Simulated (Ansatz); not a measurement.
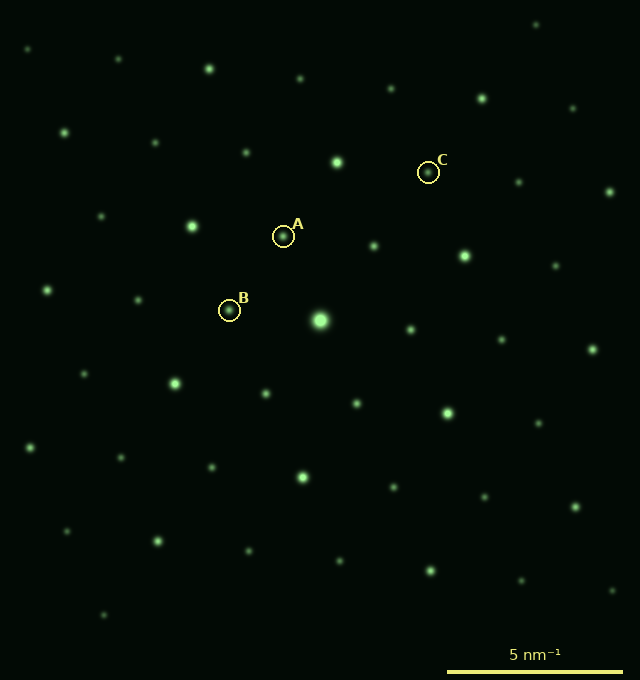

Computed electron diffraction pattern, 300 kV, single scattering only, B = 0.5 Å². The zone axis points towards the electron source and the pattern is seen from the source side.

The sample is SbW, space group P6_3/mmc (No. 194), a = 4.416 Å, c = 5.196 Å (hexagonal axes). Structure: the geometry relaxed at fixed volume with DFT PBEsol, scalar-relativistic, plane waves, PAW (Ansatz 0.2.0); the starting structure was generated, so it need not be a known form of this composition.

```tsv
atom	site	symmetry	x	y	z
W	2a	-3m.	0.0000	0.0000	0.0000
Sb	2c	-6m2	0.3333	0.6667	0.2500
```

Spot A is indexed -1 0 0 and spot B 0 -1 0.

> What are the indices of the remaining marked spot?

C = 2A − 2B = -2 2 0 (d = 1.912 Å).

> Give [uvw].

The cross product of A and B is parallel to [001]; every spot obeys hu + kv + lw = 0.

> What are the spacings of A and B and the angle between them?

d(A) = 3.825 Å, d(B) = 3.825 Å, and the angle is 60.0°.
